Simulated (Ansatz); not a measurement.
Cl2MoO2 (MoO2Cl2)

```xyz
5

Mo    0.0839   -0.0003    0.0587
O     0.1354   -0.0151    1.7446
O     1.6854    0.0080   -0.4704
Cl   -0.9566    1.8871   -0.6500
Cl   -0.9482   -1.8798   -0.6829
```

Geometry: PBE-D4/def2-SVP; core potentials replace the inner electrons of Mo; not at a stationary point (largest force 1.5 eV/Å).

Theory: Ansatz, RKS PBE0-D4/def2-TZVP.

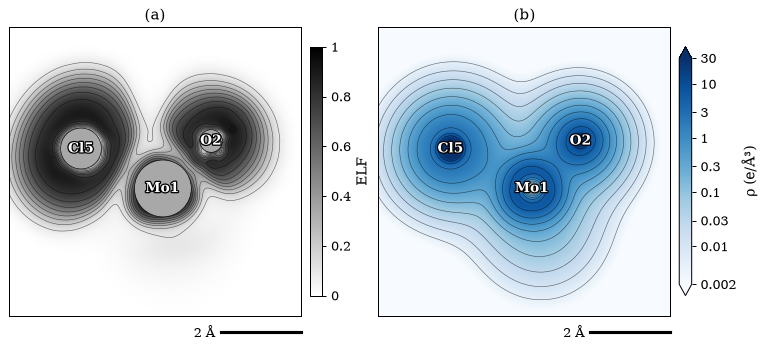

Figure 1. (a) ELF; (b) electron density on the plane of atoms O2, Mo1 and Cl5. Grey discs cover the atomic cores in the ELF map.

### Read the bonding off the picture.

- The section cuts through Mo, O and Cl sites.
- Mo–O (1.69 Å): ρ is about 2 e/Å³ halfway; the ELF peaks at about 0.80 in the valence shell of O, 0.5 Å from its nucleus, and is about 0.40 at the midpoint.
- Mo–Cl (2.27 Å): ρ at the midpoint is about 0.74 e/Å³; the ELF peaks at about 0.80 in the valence shell of Cl, 0.8 Å from its nucleus, and is about 0.45 at the midpoint.

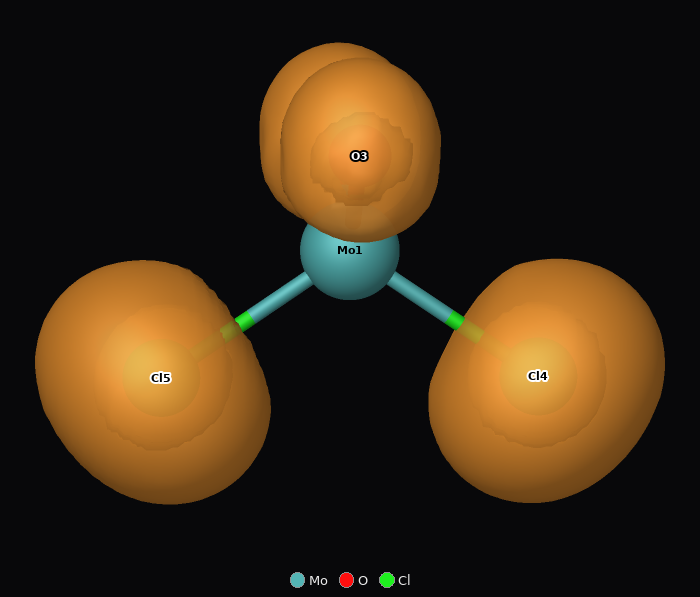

Figure 2. Isosurface of the ELF at 0.75 (orange), seen across its widest extent. Only the valence region is drawn (cores and ρ < 0.01 e/Å³ removed).

### What do the ELF domains correspond to?

The ELF exceeds this value in two regions wrapped around Cl (the valence shell of each) and two regions wrapped around O (the valence shell of each).

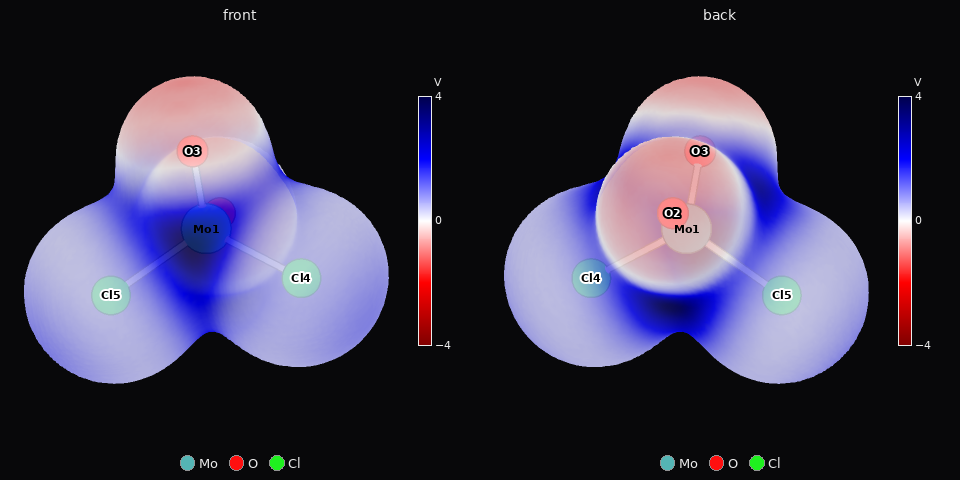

Figure 3. The molecular electrostatic potential painted on the density surface at 0.004 e/bohr³, seen from the front and from behind; the colour scale runs from red (negative) to blue (positive).

### Describe the electrostatic potential map.

The most negative region (about −0.7 V) lies over O2 and O3, the most positive (about +3.8 V) over Mo1. Cl4 shows a σ-hole: about +0.9 V at the tip opposite its bond, against about +0.4 V on its flanks. Cl5 shows a σ-hole: about +0.9 V at the tip opposite its bond, against about +0.4 V on its flanks.
